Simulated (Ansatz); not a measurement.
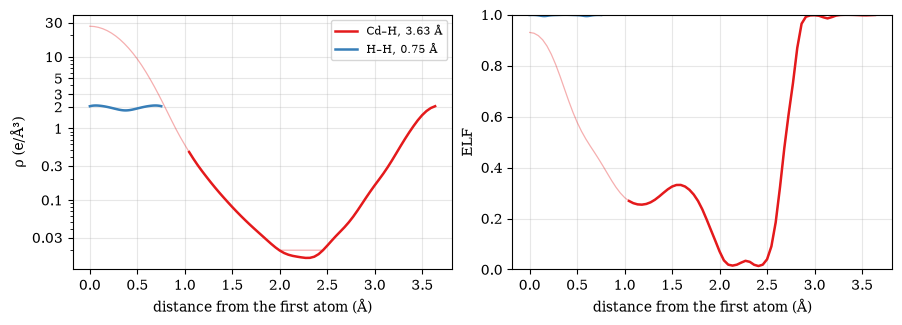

The picture shows: CdH6. Valence charge density (pseudo) and ELF along straight lines between neighbouring atoms. Thin, pale parts lie inside the atomic spheres.

Space group R-3; a structure generated by program, which may or may not match a known phase.

Level of theory: Ansatz, DFT PBE, scalar-relativistic, plane waves, PAW.

In a PAW calculation such maps are meaningful between the atoms, not at the nuclei.

```yaml
crystal:
  lattice:
    - [-3.38859, 5.86921, 0.00000]
    - [6.77718, 0.00000, 0.00000]
    - [0.00000, 0.00000, -20.82051]
  atoms:
    - { symbol: Cd, position: [0.33333, 0.66667, 0.66667] }
    - { symbol: Cd, position: [0.66667, 0.33333, 0.33333] }
    - { symbol: Cd, position: [0.00000, 0.00000, 0.00000] }
    - { symbol: H, position: [0.16948, 0.30038, 0.84747] }
    - { symbol: H, position: [0.50281, 0.96705, 0.51414] }
    - { symbol: H, position: [0.83615, 0.63371, 0.18080] }
    - { symbol: H, position: [0.69962, 0.86910, 0.84747] }
    - { symbol: H, position: [0.03295, 0.53577, 0.51414] }
    - { symbol: H, position: [0.36629, 0.20243, 0.18080] }
    - { symbol: H, position: [0.13090, 0.83052, 0.84747] }
    - { symbol: H, position: [0.46423, 0.49719, 0.51414] }
    - { symbol: H, position: [0.79757, 0.16385, 0.18080] }
    - { symbol: H, position: [0.16385, 0.36629, 0.81920] }
    - { symbol: H, position: [0.49719, 0.03295, 0.48586] }
    - { symbol: H, position: [0.83052, 0.69962, 0.15253] }
    - { symbol: H, position: [0.63371, 0.79757, 0.81920] }
    - { symbol: H, position: [0.96705, 0.46423, 0.48586] }
    - { symbol: H, position: [0.30038, 0.13090, 0.15253] }
    - { symbol: H, position: [0.20243, 0.83615, 0.81920] }
    - { symbol: H, position: [0.53577, 0.50281, 0.48586] }
    - { symbol: H, position: [0.86910, 0.16948, 0.15253] }
```

Q: What can be read from the curves?

A: Cd–H (3.63 Å): ρ is about 0.03 e/Å³ halfway; the ELF climbs to about 1 towards the hydrogen.
H–H (0.75 Å): ρ is about 1.8 e/Å³ halfway; the ELF peaks at about 1 between the atoms.
